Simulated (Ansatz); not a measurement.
# F3H3OSiSn: inputs that go wrong

4 inputs were typed for F3H3OSiSn. Each is run as it stands; the log then has to tell whether the result can be used.

Program: Ansatz 0.2.0, Gaussian basis. Level of theory: the settings change from run to run. These are calculated values, not measurements.

**1. The geometry**

The geometry comes from an earlier relaxation with PBE0-D4 in a triple-zeta def2 set; it is a stationary point, not always the lowest conformer. Sn takes a core potential in def2 sets; no spin-orbit term is included.

SMILES `[F][Sn]([F])([F])[O][SiH3]`, 9 atoms, charge 0, spin multiplicity 1.

Atoms are counted from 1 here; the program's logs count them from 0.

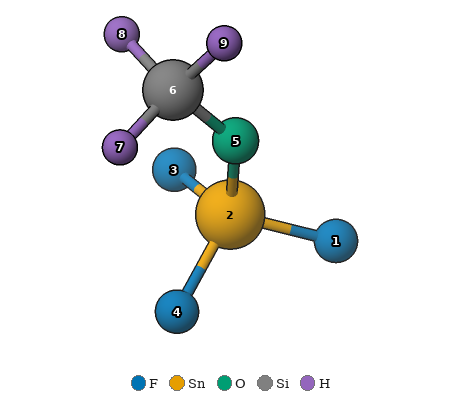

The structure; fluorine blue, tin amber, oxygen teal, silicon grey, hydrogen purple; atoms are numbered from 1 in the order of the file.

As a file:

```tsv
atom	x (Å)	y (Å)	z (Å)
F1	2.5869	-1.8497	-0.2291
Sn2	1.1136	-0.8477	-0.8275
F3	1.7498	0.4973	-1.9843
F4	0.0020	-1.9873	-1.8359
O5	0.1978	-0.1143	0.6659
Si6	-1.1077	0.8539	0.9738
H7	-2.3394	0.2347	0.4227
H8	-0.9084	2.1870	0.3514
H9	-1.2061	0.9798	2.4460
```

**2. Try 1**

Contents of in.yaml:

```yaml
crystal:
  periodic: [false, false, false]
  atoms:
    - {symbol: F, position_ang: [2.586852, -1.849689, -0.229096]}
    - {symbol: Sn, position_ang: [1.113585, -0.847666, -0.827515]}
    - {symbol: F, position_ang: [1.749800, 0.497261, -1.984332]}
    - {symbol: F, position_ang: [0.001990, -1.987310, -1.835907]}
    - {symbol: O, position_ang: [0.197801, -0.114328, 0.665857]}
    - {symbol: Si, position_ang: [-1.107673, 0.853933, 0.973790]}
    - {symbol: H, position_ang: [-2.339431, 0.234686, 0.422675]}
    - {symbol: H, position_ang: [-0.908369, 2.187028, 0.351446]}
    - {symbol: H, position_ang: [-1.206056, 0.979787, 2.445982]}
basis:
  gaussian: {orbitals: x2c-TZVPPall, fitting: {mean_field: cc-pVTZ-jkfit}, nuclear_model: gaussian}
hamiltonian: {xc: {name: B3LYP5}}
output: {forces: true}
```

Command:

```
$ ansatz run in.yaml --threads 4 --pin off --events-out ev --progress --plain --max-ram 11315MiB
```

Log:

```text
Functional definition: B3LYP5
  name "B3LYP5"
  cite "Stephens, Devlin, Chabalowski & Frisch, J. Phys. Chem. 98, 11623 (1994) doi:10.1021/j100096a001"
  cite "Becke, Phys. Rev. A 38, 3098 (1988) doi:10.1103/PhysRevA.38.3098"
  cite "Lee, Yang & Parr, Phys. Rev. B 37, 785 (1988) doi:10.1103/PhysRevB.37.785"
  cite "Vosko, Wilk & Nusair, Can. J. Phys. 58, 1200 (1980) doi:10.1139/p80-159"
  parameter a0 = 0.2
  parameter ax = 0.72
  parameter ac = 0.81
  exchange = (1 - a0 - ax)*slater_x + ax*b88_x + a0*exact_x
  correlation = (1 - ac)*vwn5_c + ac*lyp_c
Error: <dir> the basis set cc-pVTZ-JKFIT has no functions for Sn
```

It took 0.1 s on 4 threads of Arm Neoverse V1, shared host.

Diagnosis: Refused before any calculation. The fitting set named has no entry for an element of this molecule. Cure: leave the fitting key out, or name a set that covers all elements and suits the basis.

**3. Try 2**

Contents of in.yaml:

```yaml
crystal:
  periodic: [false, false, false]
  atoms:
    - {symbol: F, position_ang: [2.586852, -1.849689, -0.229096]}
    - {symbol: Sn, position_ang: [1.113585, -0.847666, -0.827515]}
    - {symbol: F, position_ang: [1.749800, 0.497261, -1.984332]}
    - {symbol: F, position_ang: [0.001990, -1.987310, -1.835907]}
    - {symbol: O, position_ang: [0.197801, -0.114328, 0.665857]}
    - {symbol: Si, position_ang: [-1.107673, 0.853933, 0.973790]}
    - {symbol: H, position_ang: [-2.339431, 0.234686, 0.422675]}
    - {symbol: H, position_ang: [-0.908369, 2.187028, 0.351446]}
    - {symbol: H, position_ang: [-1.206056, 0.979787, 2.445982]}
basis:
  gaussian: {orbitals: def2-mTZVP}
magnetization: {spin_polarized: true, initial_magnetization: 1}
hamiltonian: {xc: {name: r2SCAN0}}
accuracy: high
output: {forces: true}
```

The command is unchanged.

Log:

```text
Error: a molecule whose nuclei and cores have a total charge of 74 cannot have a net charge of 0 together with 1 unpaired electrons
```

Wall time 0.05 s (4 threads of Arm Neoverse V1, shared host).

What is wrong: Refused before any calculation. The number of unpaired electrons doesn't fit the electron count. Cure: make charge and initial_magnetization agree: an even electron count takes an even number of unpaired electrons.

**4. Try 3**

Contents of in.yaml:

```yaml
crystal:
  periodic: [false, false, false]
  atoms:
    - {symbol: F, position_ang: [2.586852, -1.849689, -0.229096]}
    - {symbol: Sn, position_ang: [1.113585, -0.847666, -0.827515]}
    - {symbol: D, position_ang: [1.749800, 0.497261, -1.984332]}
    - {symbol: F, position_ang: [0.001990, -1.987310, -1.835907]}
    - {symbol: O, position_ang: [0.197801, -0.114328, 0.665857]}
    - {symbol: Si, position_ang: [-1.107673, 0.853933, 0.973790]}
    - {symbol: H, position_ang: [-2.339431, 0.234686, 0.422675]}
    - {symbol: H, position_ang: [-0.908369, 2.187028, 0.351446]}
    - {symbol: H, position_ang: [-1.206056, 0.979787, 2.445982]}
basis:
  gaussian: {orbitals: def2-TZVPD}
hamiltonian: {xc: {name: wPBEh}}
```

Same command.

Log:

```text
Error: YAML parse error: error: line 6 column 16: `D` is not an element symbol (H … Og, case-exact)
 --> <input>:6:16
  |
4 |     - {symbol: F, position_ang: [2.586852, -1.849689, -0.229096]}
5 |     - {symbol: Sn, position_ang: [1.113585, -0.847666, -0.827515]}
6 |     - {symbol: D, position_ang: [1.749800, 0.497261, -1.984332]}
  |                ^ `D` is not an element symbol (H … Og, case-exact)
7 |     - {symbol: F, position_ang: [0.001990, -1.987310, -1.835907]}
8 |     - {symbol: O, position_ang: [0.197801, -0.114328, 0.665857]}
  |
```

Wall time 0.05 s (4 threads of Arm Neoverse V1, shared host).

**Diagnosis.** Refused before any calculation. An element symbol is wrong. Cure: correct the symbol.

**5. Try 4**

Contents of in.yaml:

```yaml
crystal:
  periodic: [false, false, false]
  atoms:
    - {symbol: F, position_ang: [2.586852, -1.849689, -0.229096]}
    - {symbol: Sn, position_ang: [1.113585, -0.847666, -0.827515]}
    - {symbol: F, position_ang: [1.749800, 0.497261, -1.984332]}
    - {symbol: F, position_ang: [0.001990, -1.987310, -1.835907]}
    - {symbol: O, position_ang: [0.197801, -0.114328, 0.665857]}
    - {symbol: Si, position_ang: [-1.107673, 0.853933, 0.973790]}
    - {symbol: H, position_ang: [-2.339431, 0.234686, 0.422675]}
    - {symbol: H, position_ang: [-0.908369, 2.187028, 0.351446]}
    - {symbol: H, position_ang: [-1.206056, 0.979787, 2.445982]}
basis:
  gaussian: {orbitals: def2-TZVPD, final_grid: {core_spheres: 1, valence_spheres: 1, degree: 5}}
hamiltonian: {xc: {name: r2SCAN}}
```

The command is unchanged.

Log, shortened:

```text
Functional definition: r2SCAN
  name "r2SCAN"
  cite "Furness, Kaplan, Ning, Perdew & Sun, J. Phys. Chem. Lett. 11, 8208 (2020) doi:10.1021/acs.jpclett.0c02405"
  cite "Furness, Kaplan, Ning, Perdew & Sun, J. Phys. Chem. Lett. 11, 9248 (2020) doi:10.1021/acs.jpclett.0c03077"
  parent r2scan
[...]
1607 factors; their error is unknown
[...]
mean field -23947.30124645 eV, -880.0470887432 hartree, gradient 7.9e-5 eV, S^2 0.000000; 0 other end points of the search recorded, 0 dependent functions left out
reference -23947.30127206 eV, -880.0470896845 hartree; 37, 37 occupied and 249, 249 virtual orbitals, 1607 factors
Total energy: -23947.30127206 eV, -880.0470896845 hartree
```

Run time: 7 s. Hardware: 4 threads of Arm Neoverse V1, shared host; peak memory 0.94 GiB.

Diagnosis: The run converged, but a converged run isn't a right one. The integration grid is far too coarse. Its energy carries the error of the grid. Fix: drop final_grid and take the default grid.

**6. How the tries ended**

```tsv
try	level	ended	cause	time
1	B3LYP5/x2c-TZVPPall	refused	the fitting set named has no entry for an element of this molecule	0.1 s
2	r2SCAN0/def2-mTZVP	refused	the number of unpaired electrons doesn't fit the electron count	0.05 s
3	wPBEh/def2-TZVPD	refused	an element symbol is wrong	0.05 s
4	r2SCAN/def2-TZVPD	converged	the integration grid is far too coarse	7 s
```

3 refused, 1 converged. A refusal costs next to no computing time. The dangerous case is the input that converges on a wrong geometry, charge, spin, basis or grid: often only a look at the input shows it.
